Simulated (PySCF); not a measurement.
**C6H12O2S (SMILES CO[C@H]1C[C@H](SC)CO1): density, localisation and related maps**

The calculation's input:

```
{"job": {"xc": "WP04", "basis": "6-31G*", "kind": "nmr", "pop": true}, "charge": 0, "multiplicity": 1}
C      2.944475     0.772550     0.595088
O      2.121225    -0.174754    -0.050667
C      0.822544     0.281932    -0.302055
C      0.085345    -0.826481    -1.076078
C     -0.951682    -1.351627    -0.080784
S     -2.674829    -0.946845    -0.540190
C     -2.643031     0.867711    -0.596652
C     -0.522045    -0.707092     1.239270
O      0.097619     0.511450     0.878798
H      2.516622     1.074761     1.555132
H      3.076816     1.661455    -0.032939
H      3.903497     0.284645     0.752182
H      0.862065     1.248637    -0.831758
H     -0.374099    -0.448979    -1.986797
H      0.809323    -1.596148    -1.338712
H     -0.961378    -2.438424    -0.017108
H     -3.673017     1.180939    -0.731778
H     -2.040926     1.203480    -1.436057
H     -2.249205     1.258277     0.335412
H     -1.352507    -0.479561     1.908161
H      0.194268    -1.358984     1.757061
```

Launched as:

```sh
OMP_NUM_THREADS=1 python ens_run.py task.json out
```

Geometry: GFN2-xTB.

These are results of PySCF, WP04/6-31G*, SCF density, gas phase, non-relativistic, not measurements.

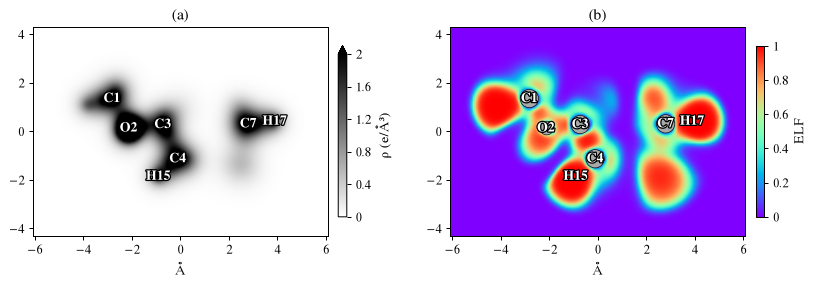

Figure 1. (a) total electron density; (b) electron localisation function on the plane of atoms C3, C4 and H15. Grey discs cover the atomic cores in the ELF map.

**What do the fields say about this system?**

- Atoms in the plane: C, O and H.
- C–O (1.40 Å): ρ at the midpoint is about 2.1 e/Å³, with its minimum of 1.9 e/Å³ about 0.5 Å from C; the ELF peaks at about 0.90 between the atoms (a shared but strongly polarised pair).
- C–C (1.54 Å): ρ is about 1.7 e/Å³ halfway; the ELF peaks at about 0.95 between the atoms: a covalent bond.
- C–H (1.09 Å): the density is about 2 e/Å³ at the midpoint; the ELF climbs to about 1 towards the hydrogen, as it does in any bond to H: a covalent bond by its length.
- The ELF also peaks beside S6 and O2, away from the bonds: lone-pair regions.

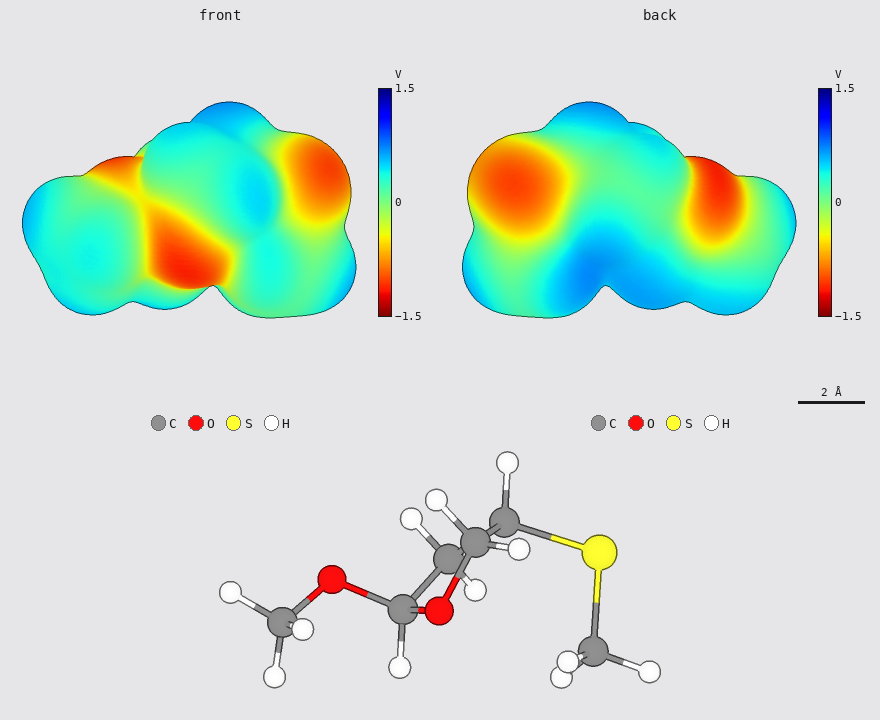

Figure 2. The electrostatic potential painted on the density surface at 0.001 e/bohr³, seen from the front and from behind; red is negative and blue positive. The bare structure is drawn below in the same view.

**Describe the electrostatic potential map.**

The most negative region (about −1.1 V) lies over O2 and O9, the most positive (about +0.7 V) over H14, H16 and H18.

**What dipole moment does the calculation give?**

Its dipole moment is 1.38 D.
